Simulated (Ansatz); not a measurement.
**Run report: GaSiH7O3, geometry relaxation (part 2 of 2)**

The same run, continued: GaSiH7O3; RKS PBE/def2-SVP (Ansatz 0.2.0). The input holds or restrains some coordinates. It belongs to a series of runs on one base structure; here: pulled along the bonds that form and break, towards end A.

Geometry of the input (Å):
```
Ga 0.0000  0.0000  0.0000
H  0.0000  0.0000  1.9200
O  1.5501  0.0000  -0.8950
H  1.8500  -0.9519  -1.0499
O  -1.5501  0.0000  -0.8950
H  -2.0598  -0.8467  -0.6865
O  0.0937  1.9812  0.6590
Si 0.6912  2.4735  2.1500
H  1.0861  1.3026  2.9275
H  1.8511  3.3371  1.9491
H  -0.3435  3.2093  2.8709
H  0.0473  1.0000  1.8157
```

Trajectory as extended XYZ, continued
```
12
Properties=species:S:1:pos:R:3:forces:R:3 step=5 energy=-66478.79949
Ga   -0.0016   -0.5065    0.0052    0.0622   1.3399  -0.5285
H    -0.0196   -0.4491    1.5801   -0.0753  -0.3531   0.1306
O     1.5422   -0.1376   -0.8918   -0.3470  -0.5188   0.2205
H     1.9497   -0.9973   -1.1027    0.3156   0.0270  -0.1892
O    -1.5189   -0.1834   -0.9559    0.0597  -0.9790   0.2756
H    -2.1815   -0.8516   -0.6629   -0.0061   0.4609  -0.1500
O    -0.0150    2.3104    0.8994   -0.0229  -1.9099   0.5924
Si    0.7784    2.6896    2.3346    0.2786   0.8933   0.6047
H     1.1279    1.3652    2.9903    0.0803   0.2013   0.0544
H     2.0123    3.4824    2.0593    0.0766   0.1873   0.1737
H    -0.2900    3.3684    3.1475    0.3704   0.2314   0.3710
H    -0.1676    1.4149    1.3629   -0.7921   0.4198  -1.5551
12
Properties=species:S:1:pos:R:3:forces:R:3 step=6 energy=-66479.24324
Ga    0.0072   -0.4831   -0.0606   -0.0008   0.6831  -0.5523
H    -0.0529   -0.4516    1.5106   -0.0895  -0.1781   0.1480
O     1.5693   -0.2081   -0.9358   -0.2165  -0.2575   0.1225
H     2.0104   -1.0544   -1.1300    0.1244   0.0072  -0.0988
O    -1.5021   -0.3385   -1.0714   -0.7382  -1.1285   0.8461
H    -2.2459   -0.8344   -0.5995    0.9606   0.8591  -0.6846
O    -0.0397    2.3299    0.9478   -0.0041  -1.6210   0.9295
Si    0.7806    2.7271    2.3973   -0.0617   0.2582  -0.1833
H     1.1645    1.4196    3.0422    0.0573   0.0635   0.1239
H     2.0074    3.5336    2.1150    0.0196   0.1034  -0.0022
H    -0.1874    3.4644    3.2761    0.1393   0.1075   0.1840
H    -0.2953    1.4005    1.2741   -0.1905   1.1031  -0.8328
12
Properties=species:S:1:pos:R:3:forces:R:3 step=7 energy=-66479.44051
Ga    0.0137   -0.4660   -0.1460   -0.0408   0.3441  -0.5146
H    -0.1025   -0.4498    1.4233   -0.0754  -0.1021   0.1278
O     1.5944   -0.2735   -1.0051   -0.1983  -0.1216   0.1065
H     2.0434   -1.1240   -1.1608    0.0196   0.0096  -0.0456
O    -1.4847   -0.4970   -1.1901   -0.9526  -0.6595   1.3413
H    -2.2596   -0.7766   -0.5882    1.2797   0.5660  -1.1173
O    -0.0633    2.2867    1.0305   -0.0028  -0.8871   0.7828
Si    0.7906    2.7666    2.4404   -0.0319   0.0512  -0.0629
H     1.2101    1.5000    3.1531    0.0491   0.1120   0.0206
H     2.0025    3.5887    2.0946   -0.1384  -0.0380  -0.0762
H    -0.1149    3.5468    3.3651    0.1047   0.0098  -0.0652
H    -0.4134    1.4032    1.3491   -0.0129   0.7155  -0.4972
12
Properties=species:S:1:pos:R:3:forces:R:3 step=8 energy=-66479.58433
Ga    0.0162   -0.4694   -0.1553   -0.1478   0.2246  -0.3963
H    -0.2064   -0.4920    1.4036   -0.0021  -0.0633   0.0949
O     1.6167   -0.3038   -0.9689    0.0908  -0.3199   0.0845
H     1.9723   -1.1578   -1.2941   -0.1571   0.2821   0.0139
O    -1.4237   -0.5480   -1.2685   -0.4662  -0.3351   0.7303
H    -2.2293   -0.7800   -0.7286    0.7038   0.2759  -0.5592
O    -0.0837    2.2198    1.1536   -0.1069  -0.8263   0.4587
Si    0.8119    2.7937    2.4877    0.0122   0.2177  -0.0763
H     1.3054    1.6153    3.2858    0.0389   0.0180   0.0337
H     1.9724    3.6191    2.0043   -0.0958  -0.0656  -0.0405
H    -0.0652    3.6484    3.3682    0.0661  -0.0178   0.0100
H    -0.4704    1.3598    1.4778    0.0644   0.6096  -0.3535
12
Properties=species:S:1:pos:R:3:forces:R:3 step=9 energy=-66479.69988
Ga   -0.0276   -0.4750   -0.1521   -0.2110   0.2241   0.0249
H    -0.3823   -0.4722    1.3833    0.0043  -0.0797   0.0531
O     1.6233   -0.2640   -0.8157    0.3401  -0.5199  -0.1123
H     1.8990   -1.0456   -1.3472   -0.1614   0.4561   0.0900
O    -1.3491   -0.7057   -1.3659   -0.1340  -0.0814   0.1356
H    -2.2025   -0.8511   -0.9059    0.1777   0.0297  -0.1592
O    -0.0803    2.1609    1.2498   -0.2664  -0.5891   0.3081
Si    0.8710    2.8068    2.5083   -0.0776  -0.1044  -0.1460
H     1.4331    1.6823    3.3408    0.0431   0.0484   0.0232
H     1.9772    3.6093    1.8905   -0.0594  -0.0197  -0.0206
H     0.0373    3.6901    3.3976    0.0304   0.0332   0.0228
H    -0.5830    1.3692    1.5822    0.3142   0.6027  -0.2195
12
Properties=species:S:1:pos:R:3:forces:R:3 step=10 energy=-66479.62092 accepted=F
Ga   -0.0476   -0.4682   -0.1221    0.2337   0.0783  -0.2437
H    -0.4894   -0.4769    1.3958    0.0303  -0.0335  -0.0364
O     1.6943   -0.3352   -0.6579   -0.2227  -2.1254  -2.2614
H     1.8037   -0.9778   -1.5031   -0.3388   2.0426   2.4246
O    -1.2830   -0.7784   -1.4264    0.1392   0.0570   0.2558
H    -2.1739   -0.8730   -1.0314    0.1637   0.0048  -0.0903
O    -0.1108    2.1426    1.3217   -0.2994  -0.6213   0.2912
Si    0.8923    2.8183    2.5239   -0.0382  -0.0892  -0.1614
H     1.5176    1.7396    3.3806   -0.0146   0.0749  -0.0775
H     1.9504    3.6171    1.8123   -0.0985  -0.0845   0.0389
H     0.1042    3.7319    3.4250    0.0021   0.0122   0.0108
H    -0.6417    1.3651    1.6473    0.4432   0.6842  -0.1506
12
Properties=species:S:1:pos:R:3:forces:R:3 step=11 energy=-66479.75174
Ga   -0.0369   -0.4733   -0.1331   -0.0849   0.1891  -0.0016
H    -0.4347   -0.4751    1.3897    0.0081  -0.0694   0.0590
O     1.6483   -0.3038   -0.7303    0.1926  -0.4689  -0.0951
H     1.8690   -1.0088   -1.3801   -0.1413   0.4177   0.1295
O    -1.3071   -0.7151   -1.3965   -0.0975  -0.0567   0.0758
H    -2.1811   -0.8428   -0.9750    0.1271   0.0159  -0.1185
O    -0.1226    2.1508    1.2874   -0.2407  -0.5769   0.2815
Si    0.8771    2.8058    2.5006   -0.0506  -0.0509  -0.0962
H     1.4913    1.6988    3.3196    0.0225   0.0321   0.0051
H     1.9448    3.6119    1.8266   -0.0338  -0.0067  -0.0306
H     0.0826    3.6951    3.4202    0.0185   0.0157   0.0151
H    -0.6146    1.3615    1.6368    0.2799   0.5591  -0.2239
12
Properties=species:S:1:pos:R:3:forces:R:3 step=12 energy=-66479.79633
Ga   -0.0750   -0.4834   -0.1257   -0.0260   0.1391  -0.0089
H    -0.5229   -0.5047    1.3827    0.0063  -0.0403   0.0513
O     1.6410   -0.3422   -0.6397    0.1304  -0.4524  -0.1736
H     1.8374   -0.9511   -1.3882   -0.1334   0.4109   0.2178
O    -1.2807   -0.7350   -1.4489   -0.0778  -0.0317   0.0659
H    -2.1760   -0.8562   -1.0740    0.1114   0.0153  -0.0977
O    -0.1153    2.1238    1.3269   -0.2299  -0.5651   0.2761
Si    0.8975    2.8234    2.5021   -0.0199  -0.0687  -0.0786
H     1.5705    1.7455    3.3171    0.0098   0.0589  -0.0136
H     1.9157    3.6535    1.7821   -0.0277  -0.0108  -0.0191
H     0.1064    3.7021    3.4350    0.0131   0.0130   0.0132
H    -0.5825    1.3294    1.6962    0.2437   0.5317  -0.2328
12
Properties=species:S:1:pos:R:3:forces:R:3 step=13 energy=-66479.82035
Ga   -0.0775   -0.5015   -0.1027   -0.0174   0.1013   0.0504
H    -0.5478   -0.5053    1.3980   -0.0053  -0.0716   0.0406
O     1.6658   -0.4511   -0.5428    0.1460  -0.8126  -1.4695
H     1.7895   -0.8589   -1.4649   -0.1958   0.7876   1.4658
O    -1.2433   -0.7336   -1.4658   -0.0065  -0.0052   0.0452
H    -2.1538   -0.8375   -1.1273    0.0788   0.0215  -0.0657
O    -0.1354    2.1075    1.3492   -0.2101  -0.5239   0.2902
Si    0.8998    2.8226    2.4945    0.0018   0.0042  -0.0519
H     1.6071    1.7709    3.3136   -0.0036   0.0281  -0.0352
H     1.8932    3.6551    1.7406   -0.0429  -0.0311  -0.0182
H     0.1290    3.7101    3.4380    0.0042  -0.0026  -0.0056
H    -0.6105    1.3269    1.7354    0.2509   0.5043  -0.2462
12
Properties=species:S:1:pos:R:3:forces:R:3 step=14 energy=-66479.90802
Ga   -0.1056   -0.5471   -0.0482   -0.0361   0.0999   0.0156
H    -0.6180   -0.5801    1.4384   -0.0015  -0.1101  -0.0056
O     1.6478   -0.6080   -0.4200    0.0703  -0.0323  -0.0906
H     1.7996   -0.6983   -1.3825   -0.0389   0.0470   0.1450
O    -1.1715   -0.6495   -1.5027   -0.0040   0.0071   0.0355
H    -2.1134   -0.7098   -1.2589    0.0011   0.0286  -0.0248
O    -0.2035    2.0464    1.4283   -0.2790  -0.6053   0.0899
Si    0.9053    2.8213    2.4488   -0.0138  -0.0242   0.0280
H     1.7291    1.8154    3.2064    0.0417  -0.0004   0.0101
H     1.7788    3.6732    1.5825   -0.0073  -0.0012  -0.0399
H     0.1957    3.6975    3.4459   -0.0051   0.0230   0.0222
H    -0.6284    1.2441    1.8277    0.2725   0.5680  -0.1855
12
Properties=species:S:1:pos:R:3:forces:R:3 step=15 energy=-66479.91017
Ga   -0.1325   -0.6078   -0.0133   -0.1387   0.2656  -0.1861
H    -0.6853   -0.6699    1.4574   -0.0231  -0.1715  -0.0106
O     1.6383   -0.6910   -0.3029    0.2011   0.0813  -0.9178
H     1.8391   -0.6040   -1.2764   -0.2160  -0.1016   0.9637
O    -1.1282   -0.5471   -1.5307   -0.1214  -0.0304   0.2464
H    -2.0927   -0.5401   -1.3550    0.2852   0.0160  -0.0167
O    -0.2586    1.9678    1.4896   -0.1626  -0.6952   0.2436
Si    0.8994    2.8142    2.4013    0.0734  -0.0456  -0.0674
H     1.8513    1.8743    3.1105   -0.0847   0.0700  -0.0781
H     1.6541    3.6833    1.4291   -0.0964  -0.0858   0.0860
H     0.2398    3.6858    3.4403    0.0084  -0.0131  -0.0253
H    -0.6086    1.1396    1.9160    0.2747   0.7103  -0.2377
12
Properties=species:S:1:pos:R:3:forces:R:3 step=16 energy=-66479.93036
Ga   -0.1424   -0.5908   -0.0381   -0.0494   0.1836   0.2262
H    -0.7287   -0.7002    1.4156   -0.0307  -0.1363   0.0253
O     1.6368   -0.6860   -0.2466   -0.0080  -0.0255  -0.0472
H     1.8570   -0.6601   -1.1962    0.0868   0.0145  -0.0310
O    -1.1131   -0.5324   -1.5531    0.0250   0.0324  -0.0575
H    -2.0612   -0.4120   -1.3650   -0.0415  -0.0113  -0.0216
O    -0.2957    1.9278    1.5531   -0.1168  -0.6826   0.1287
Si    0.8860    2.8174    2.3799    0.0213  -0.0065  -0.0056
H     1.8921    1.9028    3.0275    0.0119   0.0190   0.0041
H     1.5492    3.6910    1.3612    0.0081   0.0269  -0.0114
H     0.2645    3.6825    3.4445    0.0083   0.0022   0.0085
H    -0.5285    1.0651    1.9831    0.0849   0.5837  -0.2185
12
Properties=species:S:1:pos:R:3:forces:R:3 step=17 energy=-66479.93613
Ga   -0.1509   -0.5965   -0.0182    0.0359   0.2121   0.0850
H    -0.7369   -0.7052    1.4363   -0.0357  -0.1637  -0.0099
O     1.6260   -0.7482   -0.2319    0.0069   0.0231   0.0123
H     1.8829   -0.6471   -1.1677   -0.0155  -0.0128   0.0100
O    -1.0873   -0.4543   -1.5518   -0.0183  -0.0259   0.0052
H    -2.0487   -0.4290   -1.3936   -0.0006   0.0291  -0.0131
O    -0.3127    1.9260    1.5636   -0.1220  -0.6771   0.0866
Si    0.8883    2.8120    2.3661   -0.0092   0.0057   0.0160
H     1.9353    1.9112    2.9659    0.0046  -0.0018  -0.0098
H     1.5010    3.7168    1.3410   -0.0086  -0.0042  -0.0083
H     0.2933    3.6504    3.4673    0.0054  -0.0038   0.0048
H    -0.5741    1.0689    1.9887    0.1571   0.6195  -0.1789
```

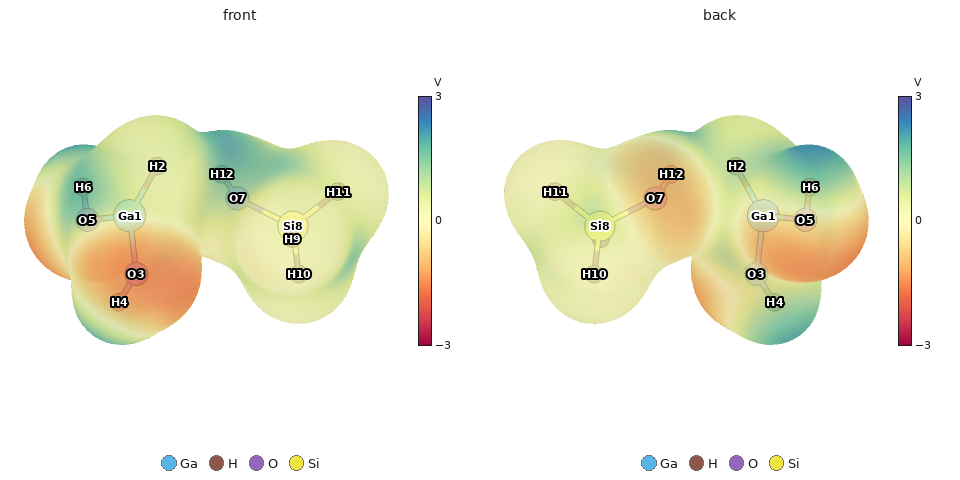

*The molecular electrostatic potential painted on the density surface at 0.002 e/bohr³, seen at a tilt and from behind; the colour scale runs from red (negative) to blue (positive).*

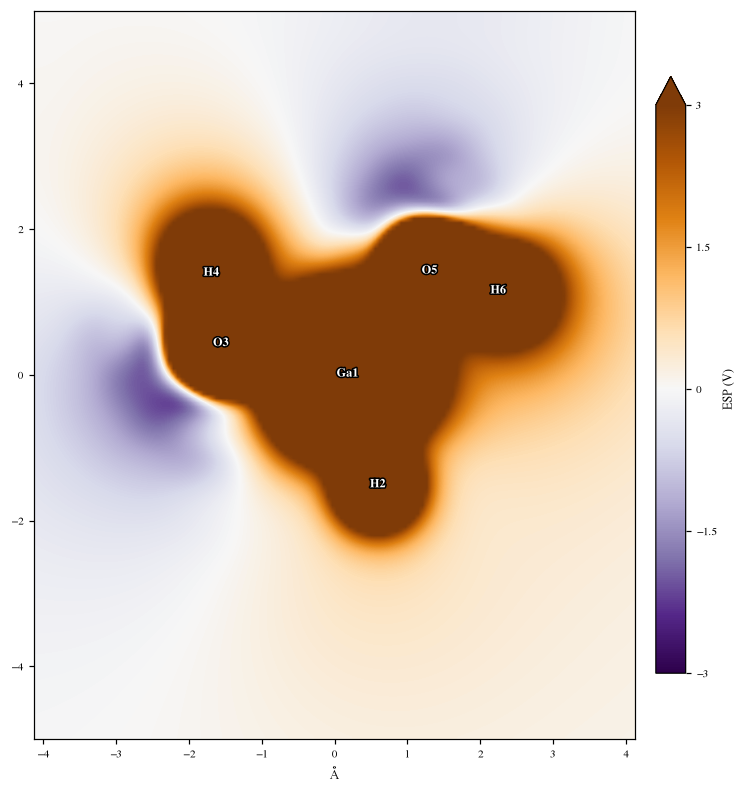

*Molecular electrostatic potential on the plane of atoms Ga1, O5 and H6.*
